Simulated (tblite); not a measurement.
CH11NOSi3: geometry relaxation (part 3 of 3)

The same run, continued: CH11NOSi3; GFN2-xTB geometry optimisation, gas phase (tblite 0.8.0). It belongs to a series of runs on one base structure; here: terminal C group replaced by H.

Geometry of the input (Å):
```
C  -0.7027  1.3545  1.3870
Si -0.5910  0.4038  -0.2197
O  -1.2104  1.4286  -1.4288
Si -1.8755  -1.4079  -0.1947
Si 1.5232  -0.0319  -0.7410
N  2.4212  -0.8669  0.5517
H  0.1879  1.2274  2.0325
H  -0.8444  2.4265  1.1352
H  -1.5800  0.9935  1.9630
H  -0.4971  1.8731  -1.9229
H  -2.1754  -1.8167  1.2065
H  -1.2579  -2.5163  -0.9408
H  -3.1873  -1.1251  -0.8089
H  1.6433  -0.8195  -1.9743
H  2.2225  1.2608  -0.9675
H  2.5128  -1.8964  0.3862
H  3.4038  -0.4754  0.5265
```

### Trajectory as extended XYZ, continued
```
17
Properties=species:S:1:pos:R:3:forces:R:3 step=146 energy=-543.15123
C    -0.6688    1.4281    1.3056    0.0050  -0.0080   0.0000
Si   -0.5173    0.3710   -0.2886   -0.0090  -0.0040  -0.0020
O    -1.2841    1.1750   -1.5069    0.0050   0.0070   0.0040
Si   -1.8521   -1.5226   -0.1229    0.0000   0.0040   0.0050
Si    1.7265    0.1517   -0.8338    0.0040   0.0010  -0.0010
N     2.4041   -0.8469    0.4016   -0.0040   0.0030  -0.0050
H    -0.2822    0.8906    2.1661   -0.0020   0.0080  -0.0010
H    -0.1087    2.3578    1.2299    0.0000   0.0050  -0.0030
H    -1.7033    1.6880    1.5185   -0.0010  -0.0030   0.0020
H    -1.0776    2.0766   -1.7366   -0.0030   0.0030  -0.0040
H    -1.9897   -1.9882    1.2654    0.0040   0.0000  -0.0020
H    -1.2608   -2.6564   -0.8495    0.0040  -0.0070  -0.0010
H    -3.2206   -1.3961   -0.6317    0.0000  -0.0010   0.0040
H     1.9396   -0.3681   -2.2044    0.0040   0.0040   0.0010
H     2.5666    1.3612   -0.7777    0.0000  -0.0010   0.0010
H     1.9248   -1.6921    0.6652   -0.0040  -0.0110   0.0010
H     3.3965   -1.0177    0.3898   -0.0040   0.0010   0.0020
17
Properties=species:S:1:pos:R:3:forces:R:3 step=153 energy=-543.15149
C    -0.6702    1.4311    1.3019   -0.0110   0.0100   0.0040
Si   -0.5176    0.3710   -0.2903    0.0020  -0.0020   0.0040
O    -1.2868    1.1734   -1.5079    0.0020  -0.0110  -0.0040
Si   -1.8502   -1.5247   -0.1184   -0.0030   0.0100  -0.0020
Si    1.7287    0.1582   -0.8286    0.0000  -0.0100  -0.0020
N     2.3993   -0.8591    0.3951    0.0030  -0.0030   0.0040
H    -0.2868    0.8969    2.1655    0.0130   0.0000  -0.0010
H    -0.1121    2.3627    1.2258   -0.0050  -0.0130  -0.0040
H    -1.7057    1.6895    1.5122   -0.0030   0.0020  -0.0030
H    -1.0754    2.0704   -1.7497    0.0010   0.0110   0.0010
H    -1.9784   -1.9840    1.2727    0.0010  -0.0030   0.0000
H    -1.2698   -2.6646   -0.8448    0.0100   0.0040   0.0010
H    -3.2220   -1.3974   -0.6191    0.0020   0.0000   0.0070
H     1.9488   -0.3411   -2.2055    0.0020  -0.0020  -0.0050
H     2.5737    1.3634   -0.7537   -0.0060   0.0020   0.0070
H     1.9244   -1.7109    0.6463   -0.0080   0.0060  -0.0120
H     3.3930   -1.0228    0.3886   -0.0010  -0.0020   0.0040
17
Properties=species:S:1:pos:R:3:forces:R:3 step=161 energy=-543.15217
C    -0.6774    1.4379    1.2913   -0.0060   0.0180  -0.0040
Si   -0.5192    0.3715   -0.2960    0.0260   0.0120  -0.0110
O    -1.2880    1.1658   -1.5194    0.0040  -0.0010  -0.0130
Si   -1.8429   -1.5252   -0.1056   -0.0050   0.0020   0.0080
Si    1.7330    0.1699   -0.8185   -0.0090  -0.0020   0.0110
N     2.3837   -0.8891    0.3800   -0.0160  -0.0260   0.0020
H    -0.2874    0.9118    2.1571    0.0060   0.0050  -0.0080
H    -0.1245    2.3716    1.2050   -0.0040  -0.0040   0.0100
H    -1.7137    1.6929    1.5025    0.0030  -0.0040  -0.0010
H    -1.0699    2.0571   -1.7776   -0.0030  -0.0090   0.0140
H    -1.9391   -1.9715    1.2915   -0.0090  -0.0140   0.0150
H    -1.2735   -2.6717   -0.8301    0.0060   0.0080  -0.0100
H    -3.2246   -1.4011   -0.5779    0.0000  -0.0070   0.0000
H     1.9761   -0.2789   -2.2095    0.0030   0.0090   0.0040
H     2.5746    1.3706   -0.6747   -0.0020   0.0070  -0.0160
H     1.9072   -1.7539    0.5809    0.0160   0.0150  -0.0050
H     3.3786   -1.0456    0.3910   -0.0120  -0.0100   0.0040
17
Properties=species:S:1:pos:R:3:forces:R:3 step=168 energy=-543.15348
C    -0.6886    1.4574    1.2652    0.0040   0.0090   0.0070
Si   -0.5125    0.3723   -0.3068    0.0030   0.0010   0.0030
O    -1.2810    1.1439   -1.5448    0.0020  -0.0040  -0.0040
Si   -1.8295   -1.5254   -0.0728    0.0050  -0.0130   0.0020
Si    1.7474    0.1871   -0.8004   -0.0130   0.0130   0.0040
N     2.3549   -0.9472    0.3505   -0.0020   0.0030   0.0030
H    -0.2893    0.9453    2.1352    0.0000   0.0060   0.0030
H    -0.1495    2.3980    1.1711   -0.0060   0.0080   0.0010
H    -1.7287    1.6971    1.4746    0.0020   0.0030   0.0010
H    -1.0865    2.0442   -1.7892   -0.0010   0.0020  -0.0020
H    -1.8906   -1.9707    1.3277    0.0020  -0.0030  -0.0070
H    -1.2737   -2.6695   -0.8127   -0.0040   0.0060  -0.0010
H    -3.2251   -1.4093   -0.5067    0.0060  -0.0040  -0.0030
H     2.0290   -0.1679   -2.2104    0.0000  -0.0120  -0.0030
H     2.5848    1.3765   -0.5668    0.0040   0.0010   0.0070
H     1.8825   -1.8289    0.4660   -0.0040  -0.0080   0.0030
H     3.3495   -1.0910    0.4104    0.0030  -0.0060  -0.0120
17
Properties=species:S:1:pos:R:3:forces:R:3 step=175 energy=-543.15384
C    -0.6872    1.4653    1.2642   -0.0060  -0.0010  -0.0060
Si   -0.5133    0.3778   -0.3071   -0.0050  -0.0030  -0.0040
O    -1.2786    1.1432   -1.5510   -0.0070   0.0060   0.0090
Si   -1.8211   -1.5273   -0.0706    0.0020  -0.0010  -0.0050
Si    1.7451    0.1901   -0.7981    0.0150  -0.0090   0.0050
N     2.3417   -0.9539    0.3502    0.0030  -0.0020  -0.0060
H    -0.2820    0.9534    2.1316   -0.0030   0.0120   0.0050
H    -0.1533    2.4087    1.1691   -0.0010   0.0030  -0.0050
H    -1.7275    1.7003    1.4776   -0.0020   0.0030   0.0070
H    -1.0957    2.0479   -1.7889    0.0000  -0.0060  -0.0010
H    -1.8753   -1.9743    1.3293    0.0030  -0.0060  -0.0040
H    -1.2652   -2.6669   -0.8168    0.0070   0.0020   0.0020
H    -3.2185   -1.4220   -0.5009    0.0000   0.0050  -0.0010
H     2.0377   -0.1671   -2.2062   -0.0090   0.0050   0.0070
H     2.5846    1.3763   -0.5534    0.0020  -0.0090   0.0000
H     1.8656   -1.8354    0.4555    0.0030   0.0100   0.0020
H     3.3360   -1.1042    0.4056   -0.0010  -0.0090  -0.0040
17
Properties=species:S:1:pos:R:3:forces:R:3 step=182 energy=-543.15536
C    -0.7124    1.5207    1.2340    0.0170  -0.0220   0.0060
Si   -0.5093    0.3867   -0.3031   -0.0100   0.0380   0.0540
O    -1.2881    1.1067   -1.5660    0.0140  -0.0350   0.0120
Si   -1.7781   -1.5391   -0.0305    0.0100   0.0000   0.0080
Si    1.7614    0.2187   -0.7504   -0.0230  -0.0020   0.0130
N     2.3045   -1.0437    0.2969    0.0010   0.0050  -0.0290
H    -0.3286    1.0350    2.1257    0.0060  -0.0150   0.0060
H    -0.1671    2.4560    1.1240   -0.0150   0.0150  -0.0210
H    -1.7540    1.7695    1.4231   -0.0080   0.0040  -0.0200
H    -1.1197    2.0069   -1.8277    0.0040   0.0210  -0.0090
H    -1.7776   -2.0095    1.3622    0.0140   0.0080   0.0070
H    -1.2360   -2.6642   -0.8075    0.0050  -0.0020  -0.0130
H    -3.1911   -1.4437   -0.4032   -0.0280  -0.0010  -0.0170
H     2.0879   -0.0072   -2.1778    0.0040   0.0100   0.0010
H     2.6043    1.3651   -0.3647   -0.0040  -0.0330  -0.0120
H     1.8034   -1.9181    0.3091    0.0040   0.0200   0.0040
H     3.2932   -1.2279    0.3460    0.0080  -0.0100   0.0110
17
Properties=species:S:1:pos:R:3:forces:R:3 step=190 energy=-543.15708
C    -0.7358    1.5675    1.2284    0.0080   0.0190  -0.0040
Si   -0.5087    0.3932   -0.2707    0.0230  -0.0110  -0.0110
O    -1.2792    1.0718   -1.5607   -0.0020   0.0070  -0.0080
Si   -1.7582   -1.5479   -0.0041   -0.0200   0.0150   0.0020
Si    1.7648    0.2323   -0.7130    0.0110  -0.0070  -0.0140
N     2.2929   -1.1021    0.2470    0.0040  -0.0060   0.0010
H    -0.3646    1.1153    2.1422    0.0070  -0.0100   0.0100
H    -0.1978    2.5039    1.0922    0.0010  -0.0030  -0.0040
H    -1.7813    1.8172    1.3874   -0.0360  -0.0030   0.0090
H    -1.1042    1.9595   -1.8606    0.0000  -0.0070   0.0050
H    -1.7232   -2.0479    1.3780    0.0040   0.0150   0.0020
H    -1.2141   -2.6485   -0.8147    0.0000  -0.0020  -0.0120
H    -3.1812   -1.4636   -0.3550    0.0310  -0.0040   0.0070
H     2.0939    0.0999   -2.1539   -0.0100   0.0080   0.0220
H     2.6324    1.3311   -0.2542   -0.0170  -0.0060  -0.0060
H     1.7787   -1.9671    0.2069   -0.0030  -0.0070   0.0050
H     3.2786   -1.3025    0.2948   -0.0030   0.0010  -0.0030
17
Properties=species:S:1:pos:R:3:forces:R:3 step=197 energy=-543.15791
C    -0.7441    1.5901    1.2156   -0.0040   0.0010  -0.0010
Si   -0.5061    0.3987   -0.2689    0.0010   0.0030  -0.0030
O    -1.2778    1.0587   -1.5678    0.0040  -0.0020  -0.0050
Si   -1.7428   -1.5465    0.0074    0.0020  -0.0010   0.0000
Si    1.7697    0.2344   -0.6897    0.0040  -0.0020  -0.0030
N     2.2737   -1.1424    0.2220   -0.0030   0.0010   0.0020
H    -0.3296    1.1706    2.1269    0.0020  -0.0050   0.0010
H    -0.2490    2.5446    1.0466   -0.0010   0.0010   0.0020
H    -1.7952    1.7991    1.3996   -0.0100  -0.0010   0.0010
H    -1.1105    1.9452   -1.8747    0.0040   0.0050   0.0000
H    -1.6763   -2.0455    1.3882    0.0010  -0.0020   0.0010
H    -1.2050   -2.6370   -0.8219   -0.0030  -0.0030   0.0040
H    -3.1710   -1.4768   -0.3182    0.0040   0.0040   0.0030
H     2.1196    0.1622   -2.1289   -0.0030   0.0010   0.0070
H     2.6301    1.3106   -0.1708    0.0020  -0.0030  -0.0030
H     1.7510   -2.0001    0.1466    0.0010   0.0020   0.0010
H     3.2566   -1.3538    0.2780   -0.0010   0.0000  -0.0060
```

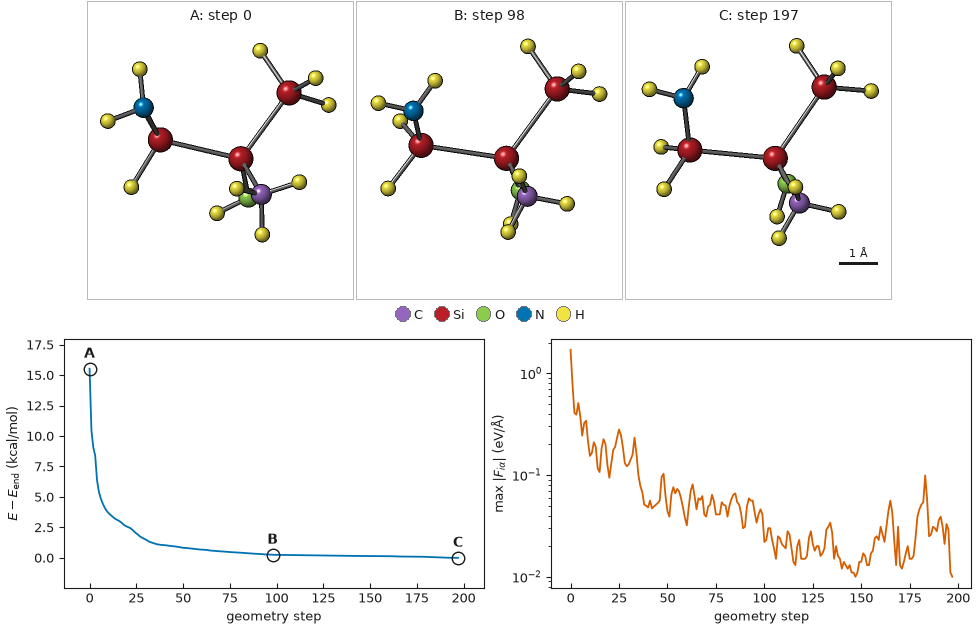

Frames of the relaxation (ball-and-stick view, seen at a tilt) above the curves, on which the letters mark them (steps are counted from 0).

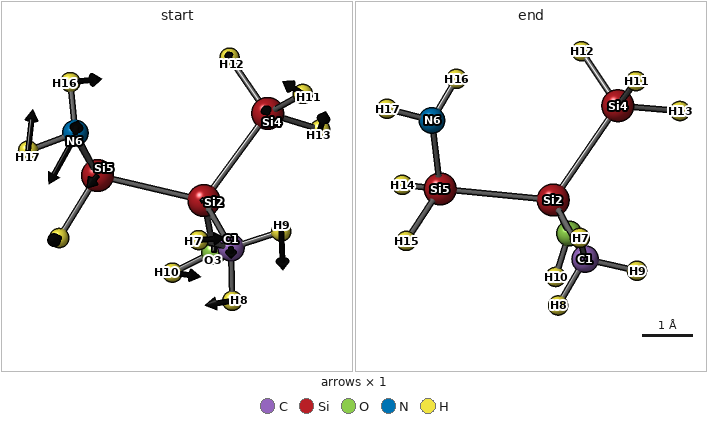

Before (left) and after (right) the relaxation, at one scale (ball-and-stick view, seen at a tilt). The black arrows give the displacements, at true length. The largest move after the best rigid fit is that of H14, 1.12 Å. Largest moves by element: H 1.12 Å, N 0.43 Å, O 0.41 Å, Si 0.38 Å, C 0.30 Å. Among the contacts that change: Si2–Si4 2.221 → 2.322 Å, Si5–N6 1.782 → 1.726 Å, Si2–O3 1.702 → 1.649 Å, N6–H17 1.058 → 1.007 Å. Among the angles that change: Si5–N6–H17 106.1° → 118.8°, Si2–O3–H10 111.6° → 123.0°, Si2–Si5–N6 113.7° → 104.3°. After 197 geometry steps the energy has fallen by 15.5 kcal/mol. Largest force component: 1.7 eV/Å at the start, 0.01 eV/Å at the end. (Atoms are counted from 1 in the order of the input.)

### Results in brief

| quantity | value |
| --- | --- |
| outcome | converged |
| total energy | −543.1579 eV |
| wall time | 1.4 s |
| peak memory | 0.18 GiB |
